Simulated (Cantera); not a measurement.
Input: 1 mol FeCl₂, 4.1 mol O₂, 0.6 mol H₂, held at 0.120 Torr.

Equilibrium computed with Cantera from the NASA thermochemical tables; the gas is ideal and each condensed phase is pure. Candidate condensed phases: Fe, FeCl₂, FeCl₃, FeO, Fe(OH)₂, Fe(OH)₃, Fe₂O₃, Fe₃O₄, H₂O; 22 gas species. The tables' stoichiometric FeO is somewhat more stable than real wüstite, so its field is too wide. FeO: taken at fixed stoichiometry. Condensed phases not in the tables: FeOCl. Equilibrium is a limit: real reactors are often held back by kinetics, nucleation or transport.

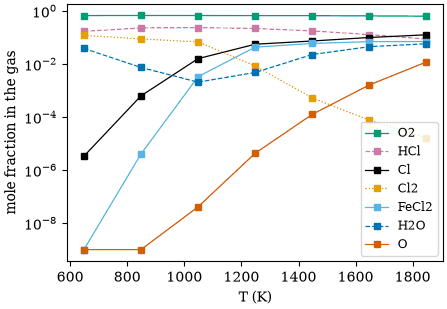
Figure: Equilibrium gas composition (values under 1e-9 drawn at 1e-9)

From 648 K to 1248 K the condensed part is Fe₂O₃(s). From 1448 K to 1648 K the condensed part is Fe₃O₄(s). At 1848 K the condensed part is FeO(l). The main Fe-bearing gas is FeCl₃ at 648 K and FeCl₂ at 1848 K.
